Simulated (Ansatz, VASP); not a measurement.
**P2W: VASP beside Ansatz**

One calculation is typed for both programs; each brings its own data sets and cutoff. How far apart do they land? The cell comes out of earlier VASP steps on this material, which relaxed, scaled or displaced it; both programs get it as it stands.

Main program and level: Ansatz 0.2.0; plane waves, with VASP 6.6.1 beside it; zone-centre phonons at r2SCAN.

## Step 1: The structure

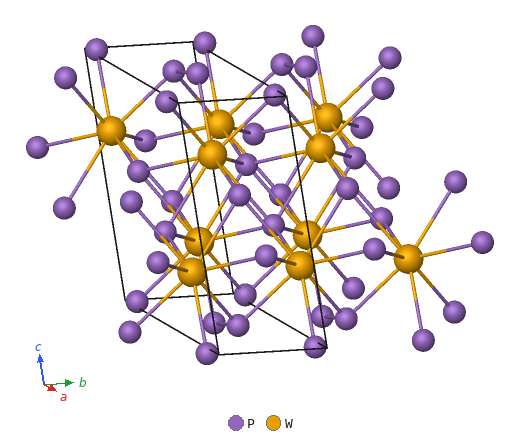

The starting structure, seen slightly off an axis (phosphorus purple, tungsten orange). 1×2×1 cells are drawn. This picture shows the conventional cell, with its axes. Some periodic images of atoms are drawn too.

## Step 2: VASP: zone-centre phonons, r2SCAN

Second derivatives magnify differences that forces hide, and they need a tight electronic threshold.

Lines of VASP's logs that name or quote its potential files are left out, and so is its time.

Contents of INCAR:

```
SYSTEM = P2W
PREC = Accurate
ENCUT = 400
EDIFF = 1E-08
NELM = 100
ISMEAR = 1
SIGMA = 0.2
LREAL = .FALSE.
ALGO = Normal
METAGGA = R2SCAN
LASPH = .TRUE.
NBANDS = 22
LORBIT = 11
LWAVE = .FALSE.
LCHARG = .FALSE.
KPAR = 4
IBRION = 6
NFREE = 2
POTIM = 0.015
ISIF = 2
NSW = 1
```

Contents of POSCAR:

```
P2W
1.0
    4.2370807001     -1.5913367088     -0.0008497910
    4.2370807001      1.5913367088     -0.0008497910
   -3.6515136806      0.0000000000      6.5105384949
P W
4 2
Direct
    0.1381086931      0.1381086931      0.0251278656
    0.8618913069      0.8618913069      0.9748721344
    0.6002130682      0.6002130682      0.4012921383
    0.3997869318      0.3997869318      0.5987078617
    0.8417601232      0.8417601232      0.2932268728
    0.1582398768      0.1582398768      0.7067731272
```

Contents of KPOINTS:

```
Automatic mesh
0
Gamma
10 10 5
0 0 0
```

Potentials, in the order of the species: P and W (PBE family, release 64).

Command:

```bash
> mpirun -np 4 vasp_std
```

Numbers of over 12 decimals in the logs are rounded to 6 here.

What it wrote:

```text
[banner, memory and clock lines left out]
running    4 mpi-ranks, on    1 nodes
 distrk:  each k-point on    1 cores,    4 groups
 distr:  one band on    1 cores,    1 groups

 POSCAR found type information on POSCAR P W
 POSCAR found :  2 types and       6 ions
|                                                                             |
|               ----> ADVICE to this user running VASP <----                  |
|                                                                             |
|     You enforced a specific xc type in the INCAR file but a different       |
|     [... a line on the potential file left out ...]
|     I HOPE YOU KNOW WHAT YOU ARE DOING!                                     |
|                                                                             |

 LDA part: xc-table for (None), standard interpolation
 POSCAR, INCAR and KPOINTS ok, starting setup
 FFT: planning ... GRIDC
 FFT: planning ... GRID_SOFT
 FFT: planning ... GRID
 WAVECAR not read
 entering main loop
       N       E                     dE             d eps       ncg     rms          rms(c)
DAV:   1     0.228101369772E+01    0.22810E+01   -0.12396E+04  6204   0.109E+03
DAV:   2    -0.136725822527E+03   -0.13901E+03   -0.13077E+03  8088   0.241E+02
DAV:   3    -0.144926134167E+03   -0.82003E+01   -0.78690E+01  8616   0.522E+01
DAV:   4    -0.145112409151E+03   -0.18627E+00   -0.18395E+00  8516   0.815E+00
DAV:   5    -0.145116864899E+03   -0.44557E-02   -0.44463E-02  8646   0.109E+00    0.343E+01
DAV:   6    -0.141229314035E+03    0.38876E+01   -0.61404E+00  9330   0.124E+01    0.166E+01
DAV:   7    -0.141219002671E+03    0.10311E-01   -0.17207E+00  8646   0.829E+00    0.981E+00
DAV:   8    -0.141140225929E+03    0.78777E-01   -0.35659E-01  8920   0.387E+00    0.880E-01
DAV:   9    -0.141141573809E+03   -0.13479E-02   -0.25868E-02  8144   0.106E+00    0.667E-01
DAV:  10    -0.141142134553E+03   -0.56074E-03   -0.34380E-03  8356   0.346E-01    0.319E-01
DAV:  11    -0.141142181728E+03   -0.47175E-04   -0.38312E-04  7886   0.114E-01    0.211E-01
DAV:  12    -0.141142240680E+03   -0.58953E-04   -0.11276E-04  8494   0.746E-02    0.371E-02
DAV:  13    -0.141142236398E+03    0.42829E-05   -0.72172E-06  7812   0.194E-02    0.153E-02
DAV:  14    -0.141142236643E+03   -0.24568E-06   -0.16628E-06  8578   0.781E-03    0.313E-03
DAV:  15    -0.141142236702E+03   -0.58396E-07   -0.13202E-07  8020   0.250E-03    0.131E-03
DAV:  16    -0.141142236606E+03    0.95974E-07   -0.27756E-08  6534   0.118E-03    0.558E-04
DAV:  17    -0.141142236639E+03   -0.33705E-07   -0.23674E-09  5358   0.344E-04    0.168E-04
DAV:  18    -0.141142236641E+03   -0.12083E-08   -0.98688E-10  5208   0.216E-04
   1 F= -.14114224E+03 E0= -.14114331E+03  d E =0.323128E-02
[... from here on, the cycles between the ionic steps are left out ...]
   2 F= -.14114070E+03 E0= -.14114180E+03  d E =0.329731E-02
  12 F= -.14114095E+03 E0= -.14114205E+03  d E =0.330256E-02
  13 F= -.14114135E+03 E0= -.14114240E+03  d E =0.316597E-02
  14 F= -.14114027E+03 E0= -.14114133E+03  d E =0.317023E-02
  15 F= -.14113984E+03 E0= -.14114094E+03  d E =0.329795E-02
  16 F= -.14114042E+03 E0= -.14114149E+03  d E =0.319539E-02
  17 F= -.14114042E+03 E0= -.14114149E+03  d E =0.319538E-02
  18 F= -.14113958E+03 E0= -.14114073E+03  d E =0.345527E-02
 Finite differences progress:
  Degree of freedom:   9/  9
  Displacement:        1/  2
  Total:              17/ 18
 bond charge predicted
       N       E                     dE             d eps       ncg     rms          rms(c)
DAV:   1    -0.141133680357E+03    0.59006E-02   -0.24882E+00  6204   0.805E+00    0.375E-01
DAV:   2    -0.141139304369E+03   -0.56240E-02   -0.33147E-02  8538   0.113E+00    0.222E-01
DAV:   3    -0.141139131825E+03    0.17254E-03   -0.20679E-03  8782   0.291E-01    0.111E-01
DAV:   4    -0.141139063224E+03    0.68602E-04   -0.37056E-04  8994   0.142E-01    0.717E-02
DAV:   5    -0.141139051619E+03    0.11605E-04   -0.14676E-04  8880   0.879E-02    0.257E-02
DAV:   6    -0.141139054917E+03   -0.32977E-05   -0.15366E-05  7822   0.314E-02    0.149E-02
DAV:   7    -0.141139055143E+03   -0.22623E-06   -0.19340E-06  8934   0.793E-03    0.775E-03
DAV:   8    -0.141139055093E+03    0.49630E-07   -0.63243E-07  9028   0.541E-03    0.155E-03
DAV:   9    -0.141139055119E+03   -0.26128E-07   -0.10197E-07  8024   0.239E-03    0.112E-03
DAV:  10    -0.141139055132E+03   -0.12706E-07   -0.89331E-09  5256   0.715E-04    0.251E-04
DAV:  11    -0.141139055137E+03   -0.45784E-08   -0.19063E-09  4878   0.349E-04
  19 F= -.14113906E+03 E0= -.14114004E+03  d E =0.294033E-02
 Finite differences progress:
  Degree of freedom:   9/  9
  Displacement:        2/  2
  Total:              18/ 18
```

OUTCAR, selected parts (step 2):

```text
ion  position               nearest neighbor table
   1  0.138  0.138  0.025-   2 2.18   6 2.46   5 2.48   5 2.48   2 2.64   2 2.64
   2  0.862  0.862  0.975-   1 2.18   5 2.46   6 2.48   6 2.48   1 2.64   1 2.64
   3  0.600  0.600  0.401-   5 2.50   5 2.50   5 2.54   6 2.62   6 2.62   4 2.74   4 2.74   4 2.74

  LATTYP: Found a base centered monoclinic cell.
 ALAT       =     8.4741615706
 B/A-ratio  =     0.3755738419
 C/A-ratio  =     0.8808691496
 COS(beta)  =    -0.4893505223

 Subroutine GETGRP returns: Found  4 space group operations
 (whereof  4 operations were pure point group operations)

The static configuration has the point symmetry C_2h.

 Found    141 irreducible k-points:

   k-points           NKPTS =    141   k-points in BZ     NKDIM =    141   number of bands    NBANDS=     22

   dimension x,y,z NGX =    30 NGY =   30 NGZ =   50
   dimension x,y,z NGXF=    60 NGYF=   60 NGZF=  100

   ENCUT  =  400.0 eV  29.40 Ry    5.42 a.u.   7.38  7.38 12.17*2*pi/ulx,y,z

   NELECT =      32.0000    total number of electrons

 k-points in reciprocal lattice and weights: Automatic mesh
   0.00000000  0.00000000  0.00000000       0.002
   0.10000000 -0.00000000  0.00000000       0.008
   0.20000000 -0.00000000  0.00000000       0.008
   0.30000000 -0.00000000  0.00000000       0.008
   0.40000000 -0.00000000  0.00000000       0.008
   0.50000000 -0.00000000  0.00000000       0.004
   0.10000000  0.10000000  0.00000000       0.004
   0.20000000  0.10000000  0.00000000       0.008
   0.30000000  0.10000000  0.00000000       0.008
[...]
-----------------------------------------------------------------------------------
    total drift:                                0.000008      0.000000      0.000051

  FREE ENERGIE OF THE ION-ELECTRON SYSTEM (eV)
  ---------------------------------------------------
  free  energy   TOTEN  =      -141.1390551366 eV

  energy  without entropy=     -141.1419954696  energy(sigma->0) =     -141.14003525

 Eigenvectors and eigenvalues of the dynamical matrix
 ----------------------------------------------------

   1 f  =   14.605284 THz    91.767709 2PiTHz  487.179850 cm-1    60.402576 meV
             X         Y         Z           dx          dy          dz
      1.078601  0.000000  0.163361     0.679282   -0.000000    0.116781
      3.744047  0.000000  6.345478    -0.679282   -0.000000   -0.116781
      3.620979  0.000000  2.611608    -0.091591   -0.000000    0.096447
      1.201669  0.000000  3.897231     0.091591   -0.000000   -0.096447
      6.062489  0.000000  1.907634     0.004021   -0.000000   -0.085033
     -1.239841  0.000000  4.601205    -0.004021    0.000000    0.085033

   2 f  =   12.280241 THz    77.159027 2PiTHz  409.624733 cm-1    50.786971 meV
             X         Y         Z           dx          dy          dz
      1.078601  0.000000  0.163361    -0.155998    0.000000    0.390032
      3.744047  0.000000  6.345478     0.155998   -0.000000   -0.390032
      3.620979  0.000000  2.611608    -0.555872    0.000000    0.097307
      1.201669  0.000000  3.897231     0.555872   -0.000000   -0.097307
      6.062489  0.000000  1.907634     0.071227   -0.000000    0.001955
     -1.239841  0.000000  4.601205    -0.071227    0.000000   -0.001955

   3 f  =   11.747917 THz    73.814338 2PiTHz  391.868325 cm-1    48.585458 meV
             X         Y         Z           dx          dy          dz
      1.078601  0.000000  0.163361    -0.024857    0.000000   -0.616459
      3.744047  0.000000  6.345478    -0.024857    0.000000   -0.616459
      3.620979  0.000000  2.611608    -0.038581    0.000000    0.319908
      1.201669  0.000000  3.897231    -0.038581   -0.000000    0.319908
      6.062489  0.000000  1.907634     0.026102    0.000000    0.121858
     -1.239841  0.000000  4.601205     0.026102   -0.000000    0.121858

   4 f  =   11.436101 THz    71.855140 2PiTHz  381.467257 cm-1    47.295891 meV
             X         Y         Z           dx          dy          dz
      1.078601  0.000000  0.163361     0.044536    0.000000   -0.569242
      3.744047  0.000000  6.345478    -0.044536    0.000000    0.569242
      3.620979  0.000000  2.611608    -0.383860    0.000000    0.053971
      1.201669  0.000000  3.897231     0.383860   -0.000000   -0.053971
      6.062489  0.000000  1.907634     0.143670   -0.000000    0.055475
     -1.239841  0.000000  4.601205    -0.143670   -0.000000   -0.055475

   5 f  =   11.380405 THz    71.505195 2PiTHz  379.609459 cm-1    47.065553 meV
             X         Y         Z           dx          dy          dz
      1.078601  0.000000  0.163361     0.081001   -0.000000   -0.095998
      3.744047  0.000000  6.345478     0.081001    0.000000   -0.095998
      3.620979  0.000000  2.611608     0.617774    0.000000   -0.113568
      1.201669  0.000000  3.897231     0.617774    0.000000   -0.113568
      6.062489  0.000000  1.907634    -0.286834    0.000000    0.086060
     -1.239841  0.000000  4.601205    -0.286834   -0.000000    0.086060

   6 f  =    9.157264 THz    57.536787 2PiTHz  305.453450 cm-1    37.871384 meV
             X         Y         Z           dx          dy          dz
      1.078601  0.000000  0.163361     0.000000    0.192107    0.000000
      3.744047  0.000000  6.345478    -0.000000    0.192107   -0.000000
      3.620979  0.000000  2.611608    -0.000000    0.598227   -0.000000
      1.201669  0.000000  3.897231     0.000000    0.598227    0.000000
      6.062489  0.000000  1.907634    -0.000000   -0.324375    0.000000
     -1.239841  0.000000  4.601205    -0.000000   -0.324375    0.000000

   7 f  =    8.940188 THz    56.172857 2PiTHz  298.212567 cm-1    36.973629 meV
             X         Y         Z           dx          dy          dz
      1.078601  0.000000  0.163361    -0.008363   -0.000000    0.218237
      3.744047  0.000000  6.345478    -0.008363    0.000000    0.218237
      3.620979  0.000000  2.611608     0.155887   -0.000000    0.566276
      1.201669  0.000000  3.897231     0.155887    0.000000    0.566276
      6.062489  0.000000  1.907634    -0.060475    0.000000   -0.321989
     -1.239841  0.000000  4.601205    -0.060475   -0.000000   -0.321989

   8 f  =    8.898530 THz    55.911111 2PiTHz  296.823002 cm-1    36.801345 meV
             X         Y         Z           dx          dy          dz
      1.078601  0.000000  0.163361    -0.000000   -0.632328   -0.000000
      3.744047  0.000000  6.345478    -0.000000    0.632328   -0.000000
      3.620979  0.000000  2.611608    -0.000000   -0.285109   -0.000000
      1.201669  0.000000  3.897231    -0.000000    0.285109   -0.000000
      6.062489  0.000000  1.907634     0.000000    0.137381    0.000000
     -1.239841  0.000000  4.601205     0.000000   -0.137381    0.000000

   9 f  =    8.308610 THz    52.204533 2PiTHz  277.145382 cm-1    34.361633 meV
             X         Y         Z           dx          dy          dz
      1.078601  0.000000  0.163361     0.000000    0.306548    0.000000
      3.744047  0.000000  6.345478    -0.000000   -0.306548   -0.000000
      3.620979  0.000000  2.611608    -0.000000   -0.628066   -0.000000
      1.201669  0.000000  3.897231     0.000000    0.628066    0.000000
      6.062489  0.000000  1.907634     0.000000    0.107525   -0.000000
     -1.239841  0.000000  4.601205    -0.000000   -0.107525    0.000000

  10 f  =    8.086899 THz    50.811482 2PiTHz  269.749901 cm-1    33.444710 meV
             X         Y         Z           dx          dy          dz
      1.078601  0.000000  0.163361     0.065929   -0.000000    0.025067
      3.744047  0.000000  6.345478    -0.065929   -0.000000   -0.025067
      3.620979  0.000000  2.611608    -0.111752    0.000000   -0.684698
      1.201669  0.000000  3.897231     0.111752    0.000000    0.684698
      6.062489  0.000000  1.907634     0.072917    0.000000   -0.091695
     -1.239841  0.000000  4.601205    -0.072917    0.000000    0.091695

  11 f  =    8.057004 THz    50.623648 2PiTHz  268.752719 cm-1    33.321075 meV
             X         Y         Z           dx          dy          dz
      1.078601  0.000000  0.163361     0.000000    0.632507    0.000000
      3.744047  0.000000  6.345478    -0.000000    0.632507   -0.000000
      3.620979  0.000000  2.611608    -0.000000   -0.281313   -0.000000
      1.201669  0.000000  3.897231     0.000000   -0.281313    0.000000
      6.062489  0.000000  1.907634     0.000000   -0.144216   -0.000000
     -1.239841  0.000000  4.601205    -0.000000   -0.144216    0.000000

  12 f  =    7.447279 THz    46.792635 2PiTHz  248.414494 cm-1    30.799458 meV
             X         Y         Z           dx          dy          dz
      1.078601  0.000000  0.163361     0.655539    0.000000   -0.008741
      3.744047  0.000000  6.345478     0.655539    0.000000   -0.008741
      3.620979  0.000000  2.611608    -0.171932   -0.000000    0.033416
      1.201669  0.000000  3.897231    -0.171932    0.000000    0.033416
      6.062489  0.000000  1.907634    -0.198525    0.000000   -0.010134
     -1.239841  0.000000  4.601205    -0.198525    0.000000   -0.010134

  13 f  =    6.562201 THz    41.231526 2PiTHz  218.891467 cm-1    27.139071 meV
             X         Y         Z           dx          dy          dz
      1.078601  0.000000  0.163361     0.088939   -0.000000    0.058318
      3.744047  0.000000  6.345478    -0.088939   -0.000000   -0.058318
      3.620979  0.000000  2.611608    -0.001033   -0.000000   -0.085621
      1.201669  0.000000  3.897231     0.001033   -0.000000    0.085621
      6.062489  0.000000  1.907634    -0.034661    0.000000    0.692932
     -1.239841  0.000000  4.601205     0.034661   -0.000000   -0.692932
    [... 42 further lines ...]
      1.201669  0.000000  3.897231     0.114936    0.000000    0.223046
      6.062489  0.000000  1.907634     0.280097    0.000000    0.543626
     -1.239841  0.000000  4.601205     0.280097    0.000000    0.543626

 ELASTIC MODULI CONTR FROM IONIC RELAXATION (kBar)
 Direction    XX          YY          ZZ          XY          YZ          ZX
 --------------------------------------------------------------------------------
 XX        -207.6436     32.9318     74.0568      0.0000      0.0000     26.2397
 YY          32.9318   -236.1376   -159.2349     -0.0000     -0.0000   -149.7294
 ZZ          74.0568   -159.2349   -283.1354      0.0000      0.0000    -34.5072
 XY           0.0000     -0.0000      0.0000   -118.4385    -74.4314     -0.0000
 YZ           0.0000     -0.0000      0.0000    -74.4314   -224.2024      0.0000
 ZX          26.2397   -149.7294    -34.5072     -0.0000      0.0000   -284.9478
 --------------------------------------------------------------------------------

 total charge
# of ion       s       p       d       tot
------------------------------------------
    1        1.025   1.467   0.000   2.492
    2        1.025   1.467   0.000   2.492
    3        1.028   1.426   0.000   2.453
    4        1.028   1.426   0.000   2.453
    5        0.554   0.714   4.439   5.707
    6        0.554   0.714   4.439   5.707
--------------------------------------------------
tot          5.214   7.212   8.878  21.304
```

(Part 1 of 2 ends here.)

[Lines on the potential files, build, host, timing and source positions are cut from VASP's logs without a mark.]

[Logs are printed without paths, hosts, clocks, repeated set-up lines and the standing remarks that a program may print on its own settings, such as how far it seeks lower states.]

[Hosts, paths, dates, database ids (printed as entryN), source tags and the programs' standing remarks are cut or masked in the printed files.]
